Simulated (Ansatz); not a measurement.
Geometry relaxation of C$_{4}$H$_{15}$GeNSi (part 3 of 3)

The same run, continued: C$_{4}$H$_{15}$GeNSi, SMILES C[SiH2][N]([GeH3])C(C)C; RKS PBE-D4/def2-SVP (Ansatz 0.2.0). The geometry: force-field start.

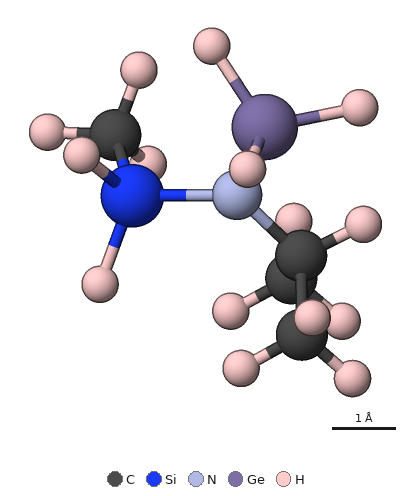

*The geometry at step 22 of the log (ball-and-stick view, seen at a tilt).*

### Trajectory as extended XYZ, continued
```
22
Properties=species:S:1:pos:R:3:forces:R:3 step=18 energy=-70245.00164
C    -1.1396   -2.2852   -1.3828   -0.0046  -0.0083   0.0076
Si    0.4355   -1.5101   -0.6773    0.0039   0.0433   0.0299
N     0.1537   -0.2091    0.4797    0.0008   0.0086  -0.1053
Ge    0.1080   -0.6375    2.2934   -0.0891  -0.0280   0.0413
C    -0.1209    1.2079    0.1489   -0.0136   0.0162   0.0514
C    -0.3680    1.4260   -1.3483    0.0065  -0.0284  -0.0436
C     1.0050    2.1310    0.6508    0.0381  -0.0511   0.0067
H    -0.8903   -3.1351   -2.0524    0.0078   0.0020   0.0056
H    -1.7810   -2.6698   -0.5629    0.0141   0.0040  -0.0062
H    -1.7367   -1.5564   -1.9663   -0.0014   0.0183  -0.0163
H     1.1807   -2.5749    0.0847    0.0063  -0.0091   0.0124
H     1.3185   -1.0598   -1.8147   -0.0124  -0.0006   0.0135
H    -0.2763   -2.1365    2.4212    0.0399   0.0303   0.0116
H     1.4664   -0.3752    3.0084   -0.0165  -0.0143   0.0116
H    -0.9971    0.2560    2.9346    0.0559  -0.0094  -0.0057
H    -1.0621    1.5100    0.6793    0.0982  -0.0255  -0.0366
H    -1.1814    0.7747   -1.7348    0.0521   0.0434   0.0531
H    -0.6695    2.4765   -1.5312    0.0034   0.0042  -0.0093
H     0.5479    1.2317   -1.9474   -0.0660   0.0085   0.0532
H     1.9637    1.8879    0.1388   -0.1082   0.0220   0.0496
H     0.7616    3.1975    0.4612    0.0176  -0.0177  -0.0095
H     1.1726    2.0207    1.7459   -0.0327  -0.0084  -0.1149
22
Properties=species:S:1:pos:R:3:forces:R:3 step=19 energy=-70245.00665
C    -1.0677   -2.2946   -1.4266    0.0162  -0.0195   0.0253
Si    0.4627   -1.4903   -0.6521   -0.0369   0.0928   0.0118
N     0.0965   -0.2040    0.5026    0.0055   0.0348  -0.1505
Ge    0.0384   -0.6388    2.3122   -0.0585  -0.0212   0.1215
C    -0.1273    1.2246    0.1728    0.0097   0.0026   0.0666
C    -0.4688    1.4323   -1.3111   -0.0007  -0.0580  -0.0622
C     1.0758    2.1003    0.5904    0.0241  -0.1020  -0.0407
H    -0.7745   -3.1365   -2.0911   -0.0040   0.0363   0.0365
H    -1.7322   -2.6965   -0.6324    0.0329   0.0087  -0.0297
H    -1.6580   -1.5745   -2.0284    0.0210   0.0132  -0.0069
H     1.2042   -2.5432    0.1316   -0.0054  -0.0054   0.0057
H     1.3784   -1.0057   -1.7524   -0.0236  -0.0105   0.0446
H    -0.4007   -2.1260    2.4434    0.0327   0.0845  -0.0036
H     1.4064   -0.4375    3.0358   -0.0349  -0.0178  -0.0202
H    -1.0172    0.3120    2.9580    0.0496  -0.0548  -0.0258
H    -1.0178    1.5753    0.7643    0.1909  -0.0733  -0.1144
H    -1.3400    0.8120   -1.6286    0.1714   0.1107   0.1027
H    -0.7340    2.4948   -1.4885    0.0170  -0.0279  -0.0243
H     0.3965    1.1885   -1.9731   -0.1716   0.0373   0.1489
H     1.9903    1.8087    0.0186   -0.1987   0.0572   0.1052
H     0.8702    3.1774    0.4085    0.0232  -0.0529  -0.0307
H     1.3096    1.9920    1.6750   -0.0599  -0.0348  -0.1596
22
Properties=species:S:1:pos:R:3:forces:R:3 step=20 energy=-70245.01558
C    -1.0443   -2.2832   -1.4466    0.0369   0.0102   0.0235
Si    0.4731   -1.4842   -0.6391   -0.0543   0.0824   0.0233
N     0.0847   -0.2026    0.5143   -0.0133   0.0263  -0.1220
Ge    0.0222   -0.6356    2.3255   -0.0197  -0.0512   0.0820
C    -0.1292    1.2267    0.1802   -0.0061  -0.0455   0.0671
C    -0.5019    1.4295   -1.2940   -0.0477  -0.0479  -0.0755
C     1.0896    2.0872    0.5615    0.0552  -0.0402  -0.0092
H    -0.7388   -3.1265   -2.1029   -0.0048   0.0271   0.0261
H    -1.7281   -2.6813   -0.6675    0.0298   0.0080  -0.0221
H    -1.6166   -1.5600   -2.0626    0.0247   0.0028   0.0002
H     1.1984   -2.5417    0.1545   -0.0079   0.0034  -0.0014
H     1.4102   -0.9938   -1.7191   -0.0254  -0.0137   0.0438
H    -0.4127   -2.1226    2.4562    0.0049   0.0618  -0.0088
H     1.3938   -0.4530    3.0489   -0.0472   0.0184  -0.0186
H    -1.0345    0.3123    2.9713    0.0572  -0.0388  -0.0231
H    -0.9984    1.5923    0.7895    0.1250  -0.0717  -0.0856
H    -1.3961    0.8299   -1.5794    0.1346   0.0820   0.0691
H    -0.7421    2.4970   -1.4771    0.0188  -0.0345  -0.0268
H     0.3382    1.1535   -1.9729   -0.1294   0.0412   0.1139
H     1.9846    1.7763   -0.0257   -0.1220   0.0523   0.0750
H     0.8959    3.1649    0.3732    0.0227  -0.0371  -0.0328
H     1.3424    1.9851    1.6404   -0.0321  -0.0352  -0.0980
22
Properties=species:S:1:pos:R:3:forces:R:3 step=21 energy=-70245.03224
C    -0.9783   -2.2514   -1.5027    0.0489   0.0522   0.0391
Si    0.4995   -1.4697   -0.6056   -0.0738   0.0647   0.0023
N     0.0480   -0.2045    0.5425   -0.0024  -0.0165  -0.0798
Ge   -0.0179   -0.6370    2.3554    0.0150   0.0507   0.0159
C    -0.1338    1.2265    0.2012    0.0196  -0.0679   0.0196
C    -0.6001    1.4179   -1.2491   -0.0211  -0.0340   0.0030
C     1.1359    2.0472    0.4932   -0.0196  -0.0280  -0.0263
H    -0.6425   -3.0974   -2.1392   -0.0088   0.0078   0.0132
H    -1.7109   -2.6405   -0.7633    0.0452   0.0185  -0.0457
H    -1.5021   -1.5196   -2.1526    0.0374  -0.0267   0.0334
H     1.1819   -2.5390    0.2128   -0.0184   0.0154  -0.0181
H     1.4940   -0.9642   -1.6289   -0.0407  -0.0193   0.0524
H    -0.4811   -2.1117    2.4871    0.0229   0.0174   0.0081
H     1.3524   -0.4472    3.0792   -0.0285  -0.0372  -0.0187
H    -1.0495    0.3334    2.9986   -0.0128  -0.0139  -0.0085
H    -0.9475    1.6236    0.8582    0.0565  -0.0223  -0.0396
H    -1.5386    0.8572   -1.4535    0.1089   0.0615   0.0483
H    -0.7947    2.4923   -1.4449    0.0085  -0.0321  -0.0291
H     0.1764    1.0822   -1.9733   -0.0826   0.0351   0.0674
H     1.9814    1.6937   -0.1366   -0.0491   0.0262   0.0332
H     0.9754    3.1278    0.2942    0.0046  -0.0179  -0.0300
H     1.4426    1.9508    1.5562   -0.0096  -0.0337  -0.0402
22
Properties=species:S:1:pos:R:3:forces:R:3 step=22 energy=-70245.04382
C    -0.9051   -2.2094   -1.5634    0.0594   0.0599   0.0678
Si    0.5197   -1.4513   -0.5632   -0.0577  -0.0037  -0.0547
N     0.0034   -0.2041    0.5763    0.0290  -0.0138  -0.0285
Ge   -0.0616   -0.6248    2.3924    0.0316  -0.0234  -0.0293
C    -0.1400    1.2265    0.2228    0.0262   0.0037  -0.0167
C    -0.7008    1.4038   -1.1991    0.0399  -0.0580   0.0170
C     1.1821    2.0025    0.4128   -0.0459  -0.0945  -0.0324
H    -0.5393   -3.0575   -2.1807   -0.0091   0.0131   0.0267
H    -1.6908   -2.5893   -0.8746    0.0574   0.0213  -0.0651
H    -1.3714   -1.4667   -2.2438    0.0237  -0.0282   0.0429
H     1.1480   -2.5390    0.2763   -0.0228   0.0335  -0.0303
H     1.5769   -0.9330   -1.5195   -0.0700  -0.0221   0.0726
H    -0.5133   -2.0994    2.5344   -0.0381  -0.0190  -0.0070
H     1.3135   -0.4680    3.1107   -0.0021   0.0440   0.0065
H    -1.0940    0.3465    3.0292    0.0052   0.0051   0.0048
H    -0.8942    1.6628    0.9267    0.1055  -0.0162  -0.0891
H    -1.6777    0.8823   -1.3168    0.1611   0.0833   0.0356
H    -0.8515    2.4811   -1.4176   -0.0104  -0.0383  -0.0240
H     0.0074    1.0077   -1.9665   -0.1259   0.0626   0.1300
H     1.9722    1.6058   -0.2663   -0.1176   0.0445   0.0918
H     1.0539    3.0855    0.2013   -0.0090  -0.0335  -0.0150
H     1.5532    1.9082    1.4573   -0.0305  -0.0205  -0.1033
22
Properties=species:S:1:pos:R:3:forces:R:3 step=23 energy=-70245.04965
C    -0.8715   -2.1925   -1.5909    0.0561   0.0515   0.0742
Si    0.5277   -1.4495   -0.5451   -0.0642   0.0186  -0.0724
N    -0.0104   -0.2094    0.5920    0.0230  -0.0196  -0.0344
Ge   -0.0753   -0.6266    2.4084   -0.0232   0.0465  -0.0149
C    -0.1405    1.2207    0.2341    0.0343   0.0763  -0.0062
C    -0.7383    1.4021   -1.1704   -0.0228  -0.0993  -0.0193
C     1.1968    1.9775    0.3737   -0.0055  -0.1023  -0.0088
H    -0.4914   -3.0367   -2.2046   -0.0072   0.0120   0.0231
H    -1.6780   -2.5754   -0.9291    0.0505   0.0170  -0.0530
H    -1.3156   -1.4422   -2.2774    0.0214  -0.0236   0.0386
H     1.1342   -2.5456    0.2978   -0.0193   0.0247  -0.0219
H     1.6067   -0.9191   -1.4687   -0.0587  -0.0292   0.0539
H    -0.5453   -2.0965    2.5513    0.0277  -0.0044   0.0081
H     1.2932   -0.4343    3.1325   -0.0056  -0.0288  -0.0059
H    -1.1080    0.3487    3.0386   -0.0156   0.0071   0.0042
H    -0.8629    1.6796    0.9570    0.0911  -0.0599  -0.0909
H    -1.7307    0.9032   -1.2504    0.1608   0.0796   0.0079
H    -0.8688    2.4807   -1.3973   -0.0075  -0.0529  -0.0089
H    -0.0659    0.9789   -1.9558   -0.1147   0.0750   0.1359
H     1.9548    1.5644   -0.3309   -0.0919   0.0529   0.0885
H     1.0767    3.0606    0.1594   -0.0055  -0.0296  -0.0108
H     1.6027    1.8815    1.4044   -0.0232  -0.0116  -0.0870
22
Properties=species:S:1:pos:R:3:forces:R:3 step=24 energy=-70245.05487
C    -0.8513   -2.1816   -1.6051    0.0446   0.0430   0.0567
Si    0.5298   -1.4479   -0.5343   -0.0589   0.0094  -0.0373
N    -0.0163   -0.2096    0.5998    0.0050  -0.0369  -0.0235
Ge   -0.0908   -0.6192    2.4169   -0.0034   0.0105  -0.0001
C    -0.1368    1.2191    0.2378    0.0172   0.0699   0.0136
C    -0.7601    1.4020   -1.1526   -0.0271  -0.0530  -0.0088
C     1.2074    1.9612    0.3497   -0.0113  -0.0532  -0.0126
H    -0.4605   -3.0207   -2.2183    0.0000   0.0052   0.0086
H    -1.6683   -2.5711   -0.9624    0.0230   0.0069  -0.0209
H    -1.2842   -1.4262   -2.2915    0.0094  -0.0105   0.0134
H     1.1183   -2.5494    0.3113   -0.0048   0.0071  -0.0065
H     1.6221   -0.9174   -1.4371   -0.0267  -0.0123   0.0191
H    -0.5436   -2.0947    2.5640    0.0056   0.0109   0.0025
H     1.2757   -0.4254    3.1446   -0.0051  -0.0061  -0.0011
H    -1.1298    0.3541    3.0423   -0.0038  -0.0087  -0.0079
H    -0.8385    1.6888    0.9701    0.0349  -0.0404  -0.0355
H    -1.7529    0.9085   -1.2130    0.0660   0.0318   0.0061
H    -0.8911    2.4790   -1.3822   -0.0014  -0.0190  -0.0025
H    -0.1083    0.9742   -1.9472   -0.0343   0.0315   0.0465
H     1.9430    1.5431   -0.3706   -0.0204   0.0253   0.0285
H     1.0909    3.0443    0.1377    0.0038  -0.0033  -0.0088
H     1.6360    1.8593    1.3685   -0.0123  -0.0081  -0.0294
22
Properties=species:S:1:pos:R:3:forces:R:3 step=25 energy=-70245.05668
C    -0.8320   -2.1675   -1.6152    0.0135   0.0054   0.0214
Si    0.5328   -1.4450   -0.5245   -0.0326   0.0104  -0.0077
N    -0.0215   -0.2103    0.6075    0.0136  -0.0409   0.0024
Ge   -0.1057   -0.6144    2.4248   -0.0046  -0.0024   0.0015
C    -0.1322    1.2180    0.2426    0.0087   0.0220  -0.0148
C    -0.7818    1.3988   -1.1346   -0.0013   0.0045  -0.0115
C     1.2203    1.9447    0.3240   -0.0056  -0.0052  -0.0040
H    -0.4306   -3.0010   -2.2290   -0.0019   0.0004  -0.0012
H    -1.6570   -2.5642   -0.9891    0.0009  -0.0005  -0.0036
H    -1.2558   -1.4075   -2.3014    0.0032  -0.0027   0.0015
H     1.1093   -2.5511    0.3219    0.0030  -0.0039  -0.0007
H     1.6318   -0.9117   -1.4135    0.0073  -0.0007   0.0004
H    -0.5516   -2.0911    2.5757    0.0047   0.0005  -0.0023
H     1.2561   -0.4130    3.1595   -0.0078   0.0026   0.0029
H    -1.1569    0.3522    3.0394    0.0031  -0.0003  -0.0030
H    -0.8145    1.6945    0.9855    0.0045   0.0013   0.0031
H    -1.7724    0.9043   -1.1760   -0.0005  -0.0011   0.0057
H    -0.9191    2.4744   -1.3647    0.0002   0.0021  -0.0007
H    -0.1449    0.9723   -1.9395   -0.0029   0.0056   0.0072
H     1.9372    1.5211   -0.4103   -0.0099   0.0062   0.0067
H     1.1104    3.0288    0.1126    0.0051  -0.0035  -0.0009
H     1.6687    1.8379    1.3327   -0.0009   0.0005  -0.0025
22
Properties=species:S:1:pos:R:3:forces:R:3 step=26 energy=-70245.05695
C    -0.8240   -2.1671   -1.6173   -0.0018   0.0003  -0.0060
Si    0.5345   -1.4444   -0.5225    0.0062  -0.0086   0.0187
N    -0.0215   -0.2108    0.6089    0.0088  -0.0132  -0.0053
Ge   -0.1149   -0.6142    2.4257    0.0019   0.0011   0.0029
C    -0.1287    1.2185    0.2438   -0.0083   0.0179   0.0052
C    -0.7921    1.4033   -1.1261   -0.0004   0.0011  -0.0043
C     1.2270    1.9391    0.3127    0.0042   0.0003   0.0033
H    -0.4189   -2.9993   -2.2303   -0.0005   0.0006  -0.0007
H    -1.6519   -2.5658   -0.9965   -0.0007   0.0006   0.0034
H    -1.2450   -1.4071   -2.3048   -0.0051   0.0019  -0.0055
H     1.1078   -2.5524    0.3236    0.0015  -0.0041   0.0055
H     1.6409   -0.9133   -1.4035   -0.0020   0.0067  -0.0101
H    -0.5534   -2.0930    2.5754   -0.0011   0.0011  -0.0027
H     1.2405   -0.4056    3.1696    0.0000   0.0022   0.0007
H    -1.1710    0.3510    3.0339   -0.0051  -0.0043  -0.0031
H    -0.8007    1.6977    0.9940   -0.0011   0.0022   0.0028
H    -1.7830    0.9089   -1.1578   -0.0038  -0.0024   0.0011
H    -0.9314    2.4794   -1.3530    0.0012   0.0009   0.0038
H    -0.1634    0.9788   -1.9379    0.0027  -0.0043  -0.0054
H     1.9347    1.5136   -0.4286    0.0033  -0.0024  -0.0044
H     1.1204    3.0236    0.1026   -0.0001   0.0011   0.0004
H     1.6846    1.8293    1.3168    0.0000   0.0011  -0.0004
```

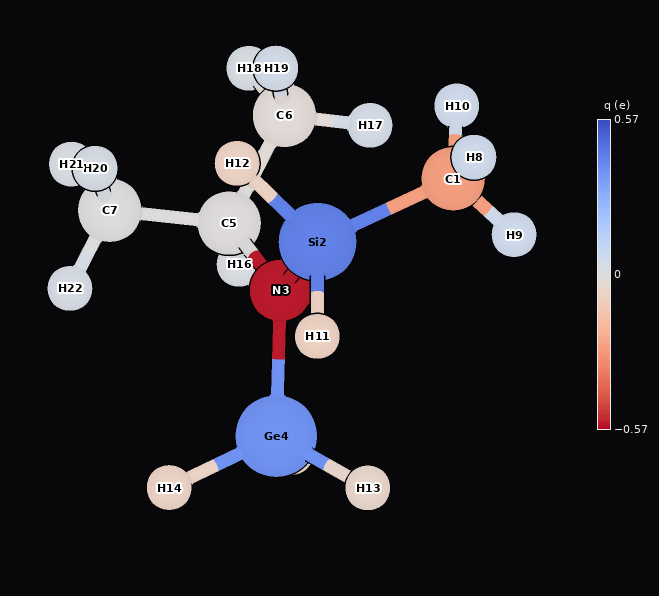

*Mulliken charges, as the colour of each atom (ball-and-stick view, seen at a tilt; atoms are numbered from 1 in the order of the input; Mulliken charges depend strongly on the basis).*

By element: C −0.27 to +0.01, Si +0.43, N −0.54, Ge +0.37 and H −0.08 to +0.06 e.

This output came from the following input.

### The input
```yaml
crystal:
  periodic: [false, false, false]
  atoms:
    - {symbol: C, position_ang: [-1.452400, -1.952200, -0.833800]}
    - {symbol: Si, position_ang: [0.348400, -1.661000, -0.766200]}
    - {symbol: N, position_ang: [0.759600, -0.232100, 0.251100]}
    - {symbol: Ge, position_ang: [0.508700, -0.767300, 2.026700]}
    - {symbol: C, position_ang: [0.040700, 0.992500, -0.100900]}
    - {symbol: C, position_ang: [0.282000, 1.430900, -1.551400]}
    - {symbol: C, position_ang: [0.498300, 2.180000, 0.817400]}
    - {symbol: H, position_ang: [-1.682800, -2.797300, -1.451100]}
    - {symbol: H, position_ang: [-1.902400, -2.019700, 0.220500]}
    - {symbol: H, position_ang: [-1.975600, -1.027500, -1.302200]}
    - {symbol: H, position_ang: [0.968000, -2.875500, -0.206600]}
    - {symbol: H, position_ang: [0.897200, -1.463800, -2.108700]}
    - {symbol: H, position_ang: [0.883900, -2.201200, 2.247900]}
    - {symbol: H, position_ang: [1.165200, 0.150500, 3.042700]}
    - {symbol: H, position_ang: [-1.090100, -0.716400, 2.309900]}
    - {symbol: H, position_ang: [-1.047000, 0.874400, 0.078700]}
    - {symbol: H, position_ang: [-0.202100, 0.743800, -2.253700]}
    - {symbol: H, position_ang: [-0.161000, 2.435800, -1.739600]}
    - {symbol: H, position_ang: [1.374600, 1.433800, -1.760600]}
    - {symbol: H, position_ang: [1.535500, 2.301700, 0.821800]}
    - {symbol: H, position_ang: [-0.004400, 3.137600, 0.444900]}
    - {symbol: H, position_ang: [0.146300, 2.003300, 1.841900]}
basis:
  gaussian: {orbitals: def2-SVP}
hamiltonian: {xc: pbe, dispersion: d4}
relax: {f_tol: 0.03, max_steps: 200}
```

Launched with:
```bash
ansatz run in.yaml --threads 4 --pin off --events-out ev --progress --plain --max-ram 66560MiB --backend cuda --devices 0, --max-vram 37GiB
```

### Summary

| quantity | value |
| --- | --- |
| outcome | converged |
| total energy | −70245.0570 eV |
| mean-field energy | −70244.4527 eV |
| dispersion energy | −0.6043 eV |
| SCF solution under orbital rotations | stable |
| largest force (length of the vector) at the end | 0.022 eV/Å |
| dipole moment | 0.96 D |
| hardware | 4 CPU threads, shared host |
| wall time | 30 s (CPU time 61 s) |
| peak memory | 0.86 GiB |
